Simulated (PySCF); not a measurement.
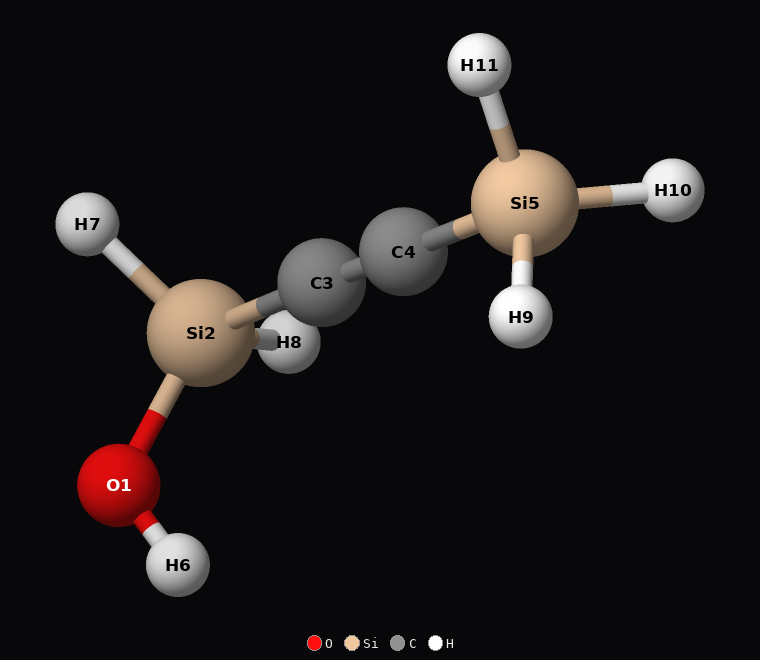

The geometry was computed by an optimisation with PBE0-D3(BJ)/def2-SVP. No frequency run is at hand to confirm it as a minimum. Method: delta-SCF UKS SCAN, pcX-2 on the ionised atom, pcseg-1 elsewhere, spin-free X2C (PySCF 2.14.0).

Give the core-electron binding energies (to vacuum; p and d levels without spin–orbit splitting) of O1 1s, Si2 1s, Si2 2p, C3 1s, C4 1s, Si5 1s, Si5 2p.

```tsv
atom	level	binding energy (eV)
O1	1s	538.7
Si2	1s	1847.7
Si2	2p	107.9
C3	1s	290.0
C4	1s	290.1
Si5	1s	1847.1
Si5	2p	107.5
```
